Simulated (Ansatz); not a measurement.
```xyz
10

F    -1.9258    1.3291   -0.2351
Si   -0.3649    0.9377   -0.2388
Si    0.0204   -0.6571    1.4305
P     0.1697    0.2294   -2.3078
H     0.4119    2.1844    0.0012
H     1.4754   -0.9699    1.4359
H    -0.3774   -0.1696    2.7782
H    -0.7367   -1.8974    1.1134
H    -0.1246   -1.1355   -2.0442
H     1.5353    0.0977   -1.9303
```

Geometry: PBE0-D4/def2-TZVP.

Computed with RKS PBE0-D4/def2-TZVPP (Ansatz).

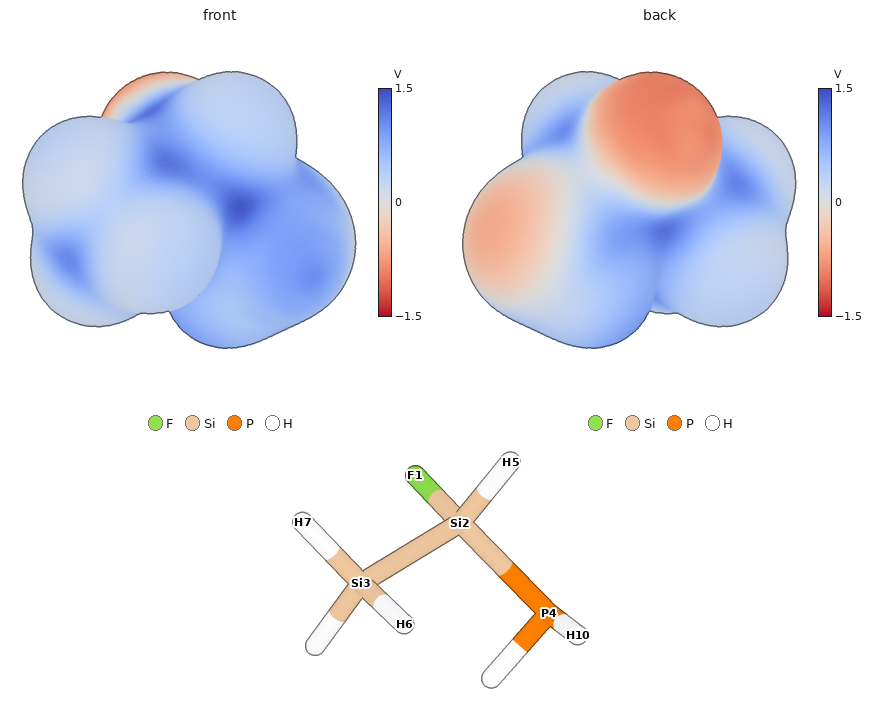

FH$_{6}$PSi$_{2}$. The molecular electrostatic potential painted on the density surface at 0.002 e/bohr³, seen from the front and from behind; red is negative and blue positive. The bare structure is drawn below in the same view.

Which sites attract a positive test charge, and which a negative one?

A positive charge is drawn to the negative regions and a negative charge to the positive ones. The most negative region (about −0.9 V) lies over F1, the most positive (about +1.3 V) over Si2.
